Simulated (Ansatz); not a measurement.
The parent structure is BaTiO3 in the cubic perovskite structure (space group Pm-3m, No. 221; a = 3.994 Å).

Now apply this change: the cell is scaled by 1.0595 in all directions; the atoms relax in the strained cell.

Method: Ansatz (a program for electronic structure), r2SCAN, PAW, cutoff 500 eV, no SOC, earlier PAW set.

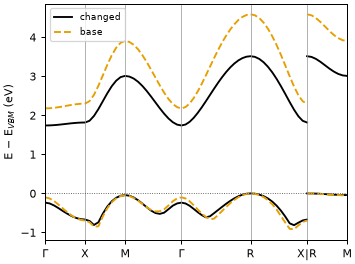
Fig. 1. Highest valence and lowest conduction band along the path, each from its own valence-band maximum

Task: Read the changed gap and its character from the plot.

Result: About 1.7 eV, indirect, R → Γ.

Stability against distortions was not tested. All final runs are without spin polarisation. Many cubic perovskites are stable only at high temperature; tilts and polar distortions were not tested. This is not the structure that BaTiO3 has at room temperature and ambient pressure.
